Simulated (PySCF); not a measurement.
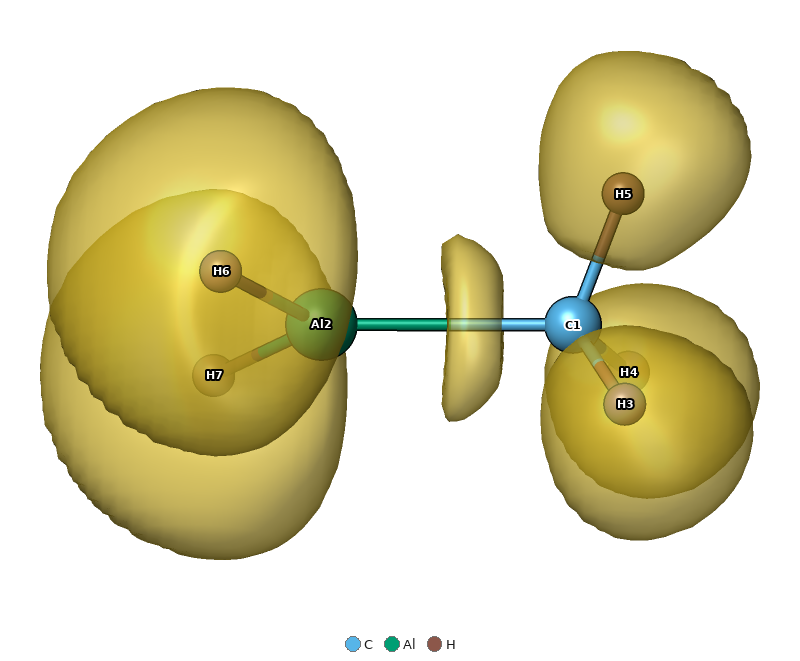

Figure. CH5Al (SMILES [CH3][AlH2]). Isosurface of the electron localisation function at 0.85 (yellow), seen from one side. Only the valence region is drawn (cores and ρ < 0.01 e/Å³ removed).

Geometry: PBE0-D3(BJ)/ma-def2-SVP.

Method: DFT single point, gas phase, functional B3LYP in PySCF.

```xyz
7

C    -0.0374   -0.0044   -0.9035
Al    0.0564   -0.0174    1.0503
H     0.7057    0.6895   -1.3336
H     0.1228   -0.9962   -1.3548
H    -1.0234    0.3609   -1.2417
H    -0.0572    1.3530    1.8569
H     0.2380   -1.3757    1.8646
```

**What do the ELF domains correspond to?**

The surface consists of one region between bonded Al–C atoms (shared pairs) and five regions around hydrogen nuclei.

Values along the shortest contacts:
C–Al (1.96 Å): the ELF peaks at about 0.95 between the atoms; a shared but strongly polarised pair. C–H (1.10 Å): the ELF climbs to about 1 towards the hydrogen, as it does in any bond to H; an ordinary covalent bond to hydrogen.
